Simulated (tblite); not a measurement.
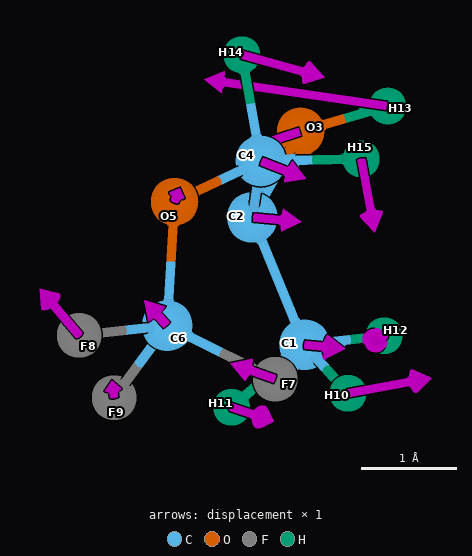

A relaxation of C$_{4}$H$_{6}$F$_{3}$O$_{2}$ (multiplicity 2). The starting structure is drawn; purple arrows show the displacements, at their true length. The two geometries are superimposed by the best rigid fit.

A ball-and-stick model, seen from a free direction.

These are results of GFN2-xTB geometry optimisation, gas phase (tblite 0.8.0), not measurements. 

Q: Describe the change and its energy.

A: After 122 geometry steps the energy has fallen by 33.0 kcal/mol. The atom that moves furthest after the best rigid fit is H13 (1.99 Å). Largest moves by element: H 1.99 Å, F 0.79 Å, O 0.65 Å, C 0.56 Å. Near-neighbour distances that change, for instance: C4–O5 1.348 → 1.532 Å, C6–F8 1.436 → 1.333 Å, C1–H12 1.152 → 1.087 Å, O5–C6 1.357 → 1.304 Å. Among the angles between lasting bonds that change: O3–C2–C4 109.0° → 119.6°, C2–C4–H14 103.7° → 113.6°, H14–C4–H15 101.3° → 110.9°. Groups turn about C4–O5 by about 20°. The run took 1.1 s on 1 thread of Intel(R) Xeon(R) Platinum 8259CL CPU @ 2.50GHz, with other jobs on the host.
